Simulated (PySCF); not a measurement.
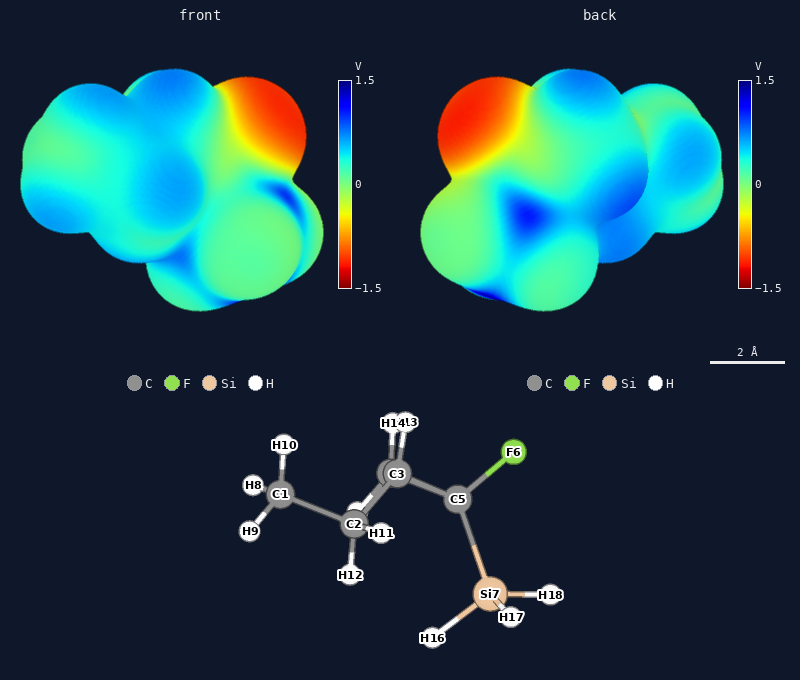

The picture shows: C₅H₁₁FSi. The electrostatic potential painted on the density surface at 0.002 e/bohr³, seen from the front and from behind; red is negative and blue positive. The bare structure is drawn below in the same view.

Geometry: GFN2-xTB.

Level of theory: B3LYP/def2-SVPD, SCF density, gas phase in PySCF 2.14.0.

```yaml
atoms:
  - { symbol: C, position_ang: [-2.3024, -0.0922, -0.9523] }
  - { symbol: C, position_ang: [-0.7909, -0.2983, -0.9130] }
  - { symbol: C, position_ang: [-0.3191, -0.5803, 0.4926] }
  - { symbol: C, position_ang: [-0.0471, 0.5404, 1.4513] }
  - { symbol: C, position_ang: [1.0900, -0.2841, 0.9173] }
  - { symbol: F, position_ang: [1.6031, -1.1972, 1.8285] }
  - { symbol: Si, position_ang: [2.4592, 0.3980, -0.2053] }
  - { symbol: H, position_ang: [-2.5865, 0.7395, -0.3118] }
  - { symbol: H, position_ang: [-2.6327, 0.1214, -1.9658] }
  - { symbol: H, position_ang: [-2.8172, -0.9843, -0.6028] }
  - { symbol: H, position_ang: [-0.5192, -1.1349, -1.5614] }
  - { symbol: H, position_ang: [-0.2905, 0.5951, -1.2917] }
  - { symbol: H, position_ang: [-0.7522, -1.4755, 0.9268] }
  - { symbol: H, position_ang: [-0.3207, 0.4087, 2.4875] }
  - { symbol: H, position_ang: [-0.1328, 1.5561, 1.0956] }
  - { symbol: H, position_ang: [2.0344, 1.7132, -0.6893] }
  - { symbol: H, position_ang: [2.6497, -0.5227, -1.3264] }
  - { symbol: H, position_ang: [3.6660, 0.5034, 0.6086] }
```

Question: Describe the electrostatic potential map.

Answer: The most negative region (about −1.1 V) lies over F6, the most positive (about +1.2 V) over Si7.
